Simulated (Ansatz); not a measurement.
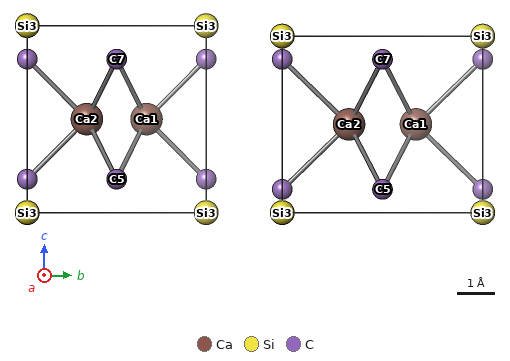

Two geometries of a crystal of Ca2SiC6 (a generated structure, set up in P6/mmm) (coarse preliminary run), drawn at one scale. One is the start of a relaxation, the other its converged end. A ball-and-stick model of the cell of the calculation, seen along the a axis.

All numbers below come from Ansatz, DFT PBE, scalar-relativistic, plane waves, PAW. Set-up: plane-wave cutoff 420 eV; k-point mesh 6 × 6 × 4; occupations gaussian; smearing width 0.1 eV; no spin polarisation; cell and atoms relaxed; force threshold 0.04 eV/Å; at most 70 steps.

Which one is relaxed?

Answer. The right one is the relaxed one. The largest moves relative to the cell, 0.23 Å, are those of C atoms. Ca and Si stay in place. Cell: a = b 5.614 → 6.291 Å (+12.1 %), c 5.080 → 4.797 Å (−5.6 %). Volume +18.6 %. Among the contacts that change: C–C 1.818 → 1.265 Å, Ca–Ca 3.241 → 3.632 Å, C–Ca 2.299 → 2.533 Å. New bonds form: C–C (1.82 → 1.27 Å). The space group stays P6/mmm (No. 191). Over 8 accepted moves (11 points after the start) the energy falls by 12.018 eV per cell of the calculation. The largest force component goes from 7.8 to 0.036 eV/Å. Pressure: −3.96 GPa at the start and 0.13 GPa at the end. The line search rejected the trial step at point 2 of the run. At 2 points the geometry stayed and the basis and grid were re-selected for the new cell (energy shift of 0.101 eV per cell of the calculation at most each time). The run took 83 s on 1 thread of Arm Neoverse V1, on a shared host, peak memory 0.44 GiB.
